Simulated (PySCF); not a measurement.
```xyz
13

C    -1.4138    0.7471    0.7150
C    -0.2643    0.5234   -0.1497
C    -1.3628   -0.6876    0.0758
O    -2.0998   -1.0080   -0.8753
O     0.9741    0.3299    0.4635
C     1.9286   -0.2240   -0.2850
F     1.6447   -1.4744   -0.6661
F     2.1746    0.4575   -1.4119
F     3.0530   -0.2643    0.4109
H    -1.2423    0.7752    1.7794
H    -2.2070    1.3724    0.3344
H    -0.2388    0.8946   -1.1663
H    -0.9507   -1.4414    0.7576
```

Geometry: GFN2-xTB.

The calculation used PySCF 2.14.0, density-fitted response routines, UKS B3LYP, pcH-1 on C F H O, non-relativistic, mean-field spin-orbit, GIAO.

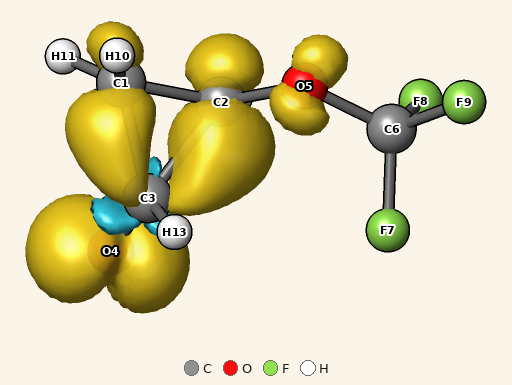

C₄H₄F₃O₂ (doublet). Isosurfaces of the spin density at +0.03 (yellow) and −0.03 e/Å³ (cyan), seen across its widest extent.

Where is the unpaired spin?

The unpaired spin (1 electron) lies mostly on O4 (about 0.5), C2 (about 0.2), C1 (about 0.1) and C3 (about 0.1), in electrons by Hirshfeld's partition.
